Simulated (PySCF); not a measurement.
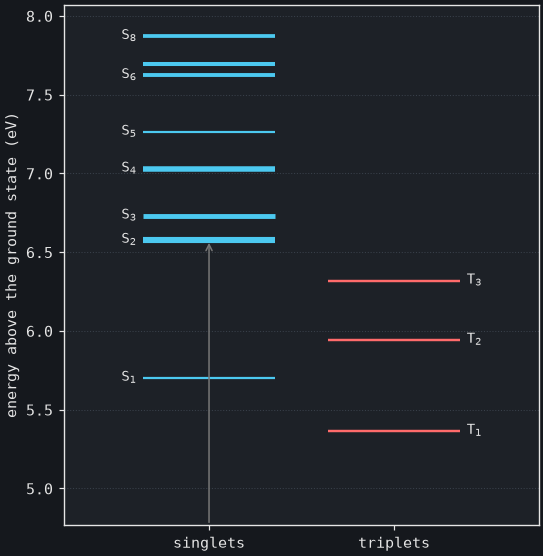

State diagram of C₂H₁₁NOSi₂, SMILES CCO[SiH2][SiH2]N. Vertical TDDFT excitations, CAM-B3LYP/def2-SVPD with PySCF, at a GFN2-xTB geometry (no frequency check), gas phase. Triplets in the Tamm-Dancoff approximation; only the lowest 8 singlets and 3 triplets were computed. Thicker singlet lines are brighter; the arrow marks the brightest. S0, at zero, lies below the range drawn.

What character does the calculation give T1?

Mainly HOMO → LUMO (88 %).

What is the vertical gap between S1 and T1?

0.34 eV: S1 at 5.70 eV, T1 at 5.37 eV.

How many of the triplet levels drawn lie below S1?

1 of 3 (T1 5.37 eV, T2 5.94 eV, T3 6.32 eV; S1 5.70 eV).

Known limits of this run: the tight-binding geometry is rougher than a DFT one and adds to the error; one conformer of a flexible molecule; core orbitals are frozen in the response.
